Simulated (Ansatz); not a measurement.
Consider Li₂Si₂Au₃.

The calculation's input:

```
crystal:
  lattice:
    - [5.0345448218, -2.1235001746, 0.089067475]
    - [5.0345448218, 2.1235001746, 0.089067475]
    - [-1.9315191193, 0.0, 5.4028036454]
  atoms:
    - { symbol: Li, position: [0.6148117861, 0.6148117861, 0.819867718] }
    - { symbol: Li, position: [0.3851882139, 0.3851882139, 0.180132282] }
    - { symbol: Si, position: [0.1021807566, 0.1021807566, 0.1671734197] }
    - { symbol: Si, position: [0.8978192434, 0.8978192434, 0.8328265803] }
    - { symbol: Au, position: [0.2980613821, 0.2980613821, 0.6809065726] }
    - { symbol: Au, position: [0.7019386179, 0.7019386179, 0.3190934274] }
    - { symbol: Au, position: [0.0, 0.0, 0.5] }
basis:
  ecutwfc: 420
kpoints:
  mp_grid: { grid: [8, 8, 6] }
hamiltonian:
  xc: pbe
scf:
  occupations: { method: gaussian, width: 0.1 }
output:
  forces: true
  stress: true
  eigenvalues: true
  write_density: true
  write_potential: true
  elf: true
  volumetric_format: npy
relax:
  adjacent_minimum: "off"
  f_tol: 0.01
  max_steps: 30
  cell: { stress_tol: 0.1, fix: [volume] }
```

Command:

```sh
ansatz run input.yaml --threads 1 --pin off --max-ram 2560MiB --backend cpu --events-out ev --progress --plain --runs-dir out
```

Below, planes, directions and counts refer to the conventional cell (a = 10.05 Å, b = 4.27 Å, c = 5.69 Å, α = 90.00°, β = 107.59°, γ = 90.00°).

The fields are those of the run's last geometry, not of the input's.

Space group C2/m; a generated structure, not necessarily the stable one; changed on purpose from its base cell (volume × 0.94, shape and atoms relaxed); computed pressure about 4 GPa in this cell; computed without spin polarisation.

All numbers below come from DFT PBE, scalar-relativistic, plane waves, PAW in Ansatz.

Predict the valence pseudo-density and electron localisation function between the atoms.

Answer. Li–Si (2.81 Å): ρ is about 0.14 e/Å³ halfway; the ELF peaks at about 0.75 in the valence shell of Si, 1.0 Å from its nucleus, and is about 0.55 at the midpoint.

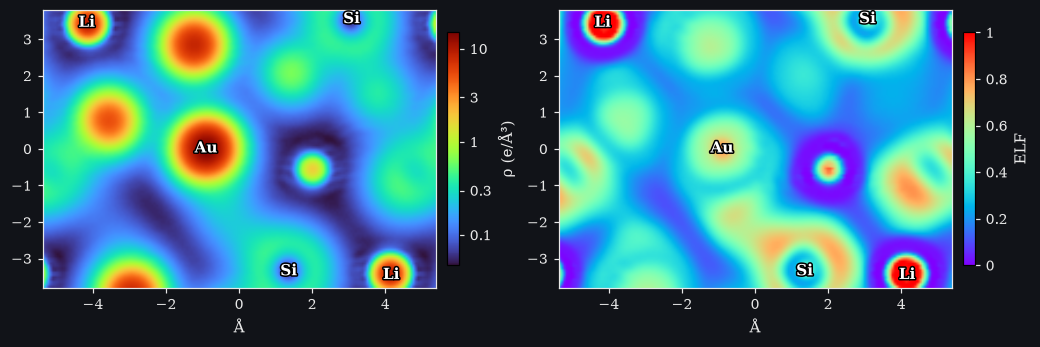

Computed valence pseudo-density and electron localisation function on the (011) plane of the conventional cell, in this order. Atoms just off the plane (Li, 0.4 Å away, Si, 0.5 Å away and Au, 0.5 Å away) can leave unmarked features too.
